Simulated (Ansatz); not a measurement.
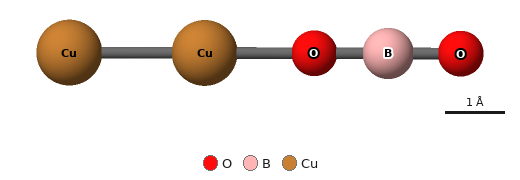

*The input geometry (ball-and-stick view, seen at a tilt). Sticks mark near contacts.*

Bond lengths as drawn: B–O 1.24 to 1.27 Å, Cu–Cu 2.32 Å and Cu–O 1.88 Å.

# Cu₂BO₂ (charge −1): single-point calculation

The run: single-point calculation of Cu₂BO₂, charge −1, SMILES O=B[O][Cu][Cu-]. Method and program: RKS B3LYP-D4/def2-TZVPPD (Ansatz 0.2.0).

The geometry comes from this level: PBE0-D4/def2-TZVPPD.

## The program's output
```
Engine: ansatz 0.2.0, aarch64-unknown-linux-gnu
Functional definition: B3LYP
  parameter a0 = 0.2
  parameter ax = 0.72
  parameter ac = 0.81
  exchange = (1 - a0 - ax)*slater_x + ax*b88_x + a0*exact_x
  correlation = (1 - ac)*vwn_rpa_c + ac*lyp_c
1639 factors; their error is unknown
mean field evaluation 1: about -94056.9135 eV, gradient 6.7e1 eV
mean field evaluation 2: about -94030.3284 eV, gradient 1.5e2 eV
mean field evaluation 4: about -94062.6963 eV, gradient 1.5e1 eV
mean field evaluation 8: about -94062.9660 eV, gradient 4.0e-1 eV
mean field evaluation 16: about -94063.1473 eV, gradient 6.7e-4 eV
mean field -94063.14725166 eV, -3456.7569032074 hartree, gradient 1.7e-5 eV, S^2 0.000000; 0 other end points of the search recorded, 0 dependent functions left out
reference -94063.14750533 eV, -3456.7569125295 hartree; 40, 40 occupied and 211, 211 virtual orbitals, 1639 factors
Total energy: -94063.34984180 eV, -3456.7643482577 hartree
```

This output came from the following input.

## Input file
```yaml
crystal:
  periodic: [false, false, false]
  atoms:
    - { symbol: O, position_ang: [0.0, 0.0, -2.97153454] }
    - { symbol: B, position_ang: [0.0, 0.0, -1.72835515] }
    - { symbol: O, position_ang: [0.0, 0.0, -0.46152049] }
    - { symbol: Cu, position_ang: [0.0, 0.0, 1.42009431] }
    - { symbol: Cu, position_ang: [0.0, 0.0, 3.74130587] }
total_charge: -1
basis:
  gaussian: { orbitals: def2-TZVPPD.json }
hamiltonian:
  xc: { name: B3LYP }
  dispersion: d4
```

Launch command:
```bash
ansatz run input.yaml --threads 4 --pin off --max-ram 10240MiB --backend cpu --events-out ev --progress --plain --runs-dir out
```

## Summary

| quantity | value |
| --- | --- |
| outcome | converged |
| total energy | −94063.3498 eV |
| mean-field energy | −94063.1475 eV |
| SCF solution under orbital rotations | stable |
| hardware | 4 threads of Arm Neoverse N1, 98 GiB of memory available, shared host |
| wall time | 8.4 s (CPU time 32 s) |
| peak memory | 0.62 GiB |
